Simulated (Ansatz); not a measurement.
# CH5AlBrFSi: what the fields show

Input file:

```
crystal:
  periodic: [false, false, false]
  atoms:
    - { symbol: F, position_ang: [-2.6714, 1.0397, 0.7156] }
    - { symbol: C, position_ang: [-1.3903, 0.8079, 0.9394] }
    - { symbol: Br, position_ang: [-0.4457, 2.47, 1.1299] }
    - { symbol: Al, position_ang: [-0.5623, -0.2011, -0.5974] }
    - { symbol: Si, position_ang: [1.6336, -0.8672, -0.5867] }
    - { symbol: H, position_ang: [-1.2907, 0.2246, 1.8657] }
    - { symbol: H, position_ang: [-1.5374, -0.5819, -1.8348] }
    - { symbol: H, position_ang: [1.91671, -1.76285, 0.52784] }
    - { symbol: H, position_ang: [2.51367, 0.35322, -0.56021] }
    - { symbol: H, position_ang: [1.90888, -1.56429, -1.86366] }
basis:
  gaussian: { orbitals: def2-SVP }
hamiltonian:
  xc: hf
relax:
  f_tol: 0.015
  max_steps: 40
output:
  orbitals: {}
```

Command:

```sh
ansatz run input.yaml --threads 2 --pin off --max-ram 3072MiB --backend cpu --events-out ev --progress --plain --runs-dir out
```

The fields are those of the relaxed geometry.

Theory: RHF/def2-SVP in Ansatz.

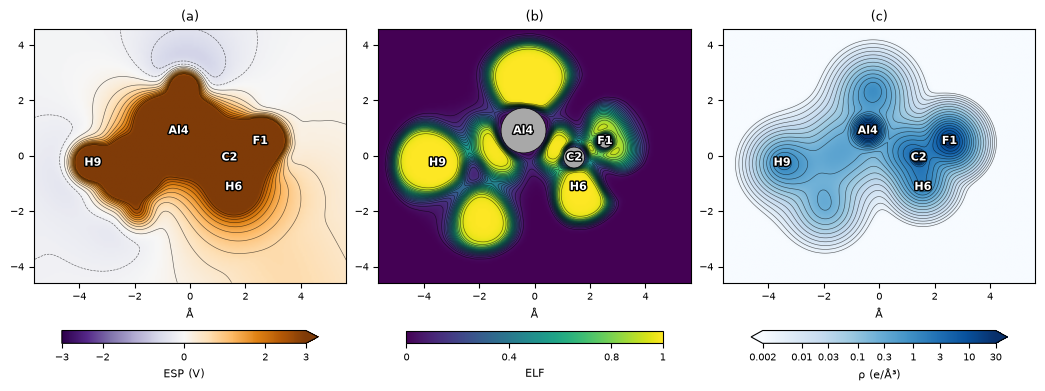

Figure 1. (a) electrostatic potential; (b) ELF; (c) total electron density on the plane of atoms F1, C2 and Al4. Grey discs cover the atomic cores in the ELF map.

What do the fields say about this system?

Answer.
- Atoms in the plane: F, C, Al and H.
- C–F (1.27 Å): ρ at the midpoint is about 2.8 e/Å³; the ELF peaks at about 0.90 between the atoms, as expected for a polar covalent bond.
- C–Al (2.07 Å): ρ at the midpoint is about 0.59 e/Å³; the ELF peaks at about 1 in the valence shell of C, 0.8 Å from its nucleus, and is about 0.90 at the midpoint.
- C–H (1.09 Å): the density is about 2.2 e/Å³ at the midpoint; the ELF climbs to about 1 towards the hydrogen, as it does in any bond to H: an ordinary covalent bond to hydrogen.
- The ELF also peaks beside F1, away from the bonds: lone-pair regions.
- Outside the dense part of the molecule the potential is most negative (−0.7 V) near H7, which lies off the plane.

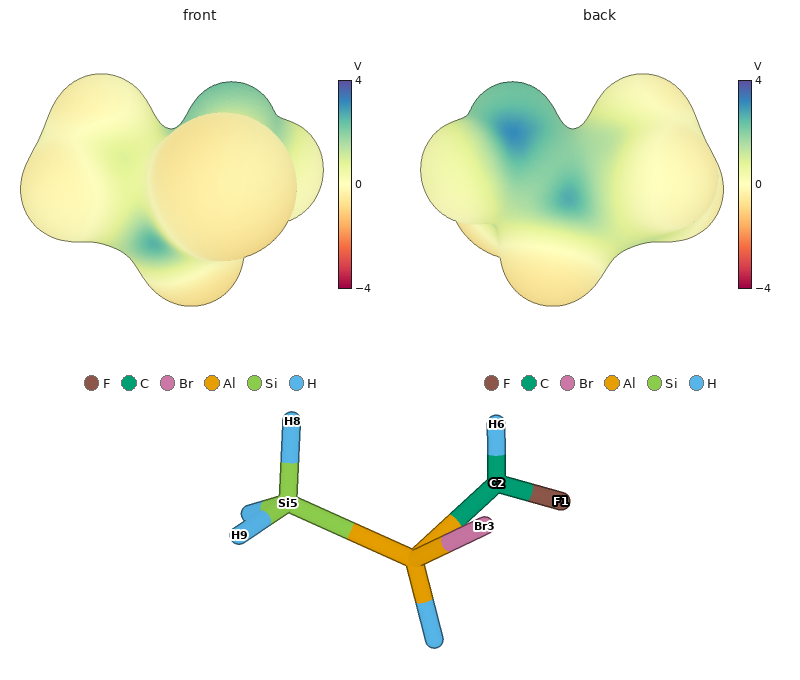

Figure 2. The electrostatic potential painted on the density surface at 0.002 e/bohr³, seen from the front and from behind; red is negative and blue positive. The bare structure is drawn below in the same view.

Describe the electrostatic potential map.

Answer. The most negative region (about −0.7 V) lies over Br3 and H7, the most positive (about +2.9 V) over the π face of C2.

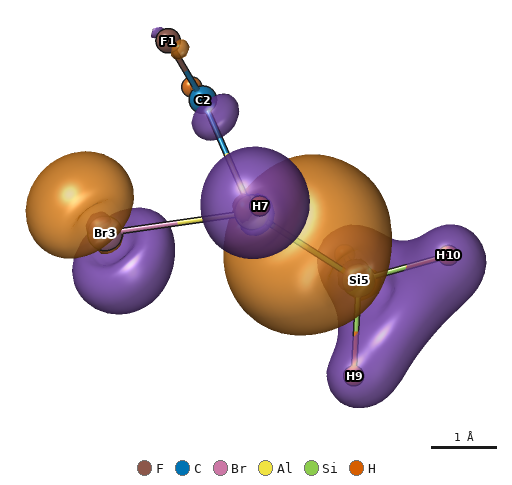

Figure 3. The HOMO at ±0.1 Å⁻³ᐟ² (orange and purple are the two phases), seen at an oblique angle.

Where does this orbital lie, and at what energy?

Answer. By Hirshfeld shares it lies mainly on Si5 (about 40 %), Al4 (about 25 %), Br3 (about 15 %) and H7 (about 10 %). Its energy is −9.94 eV.
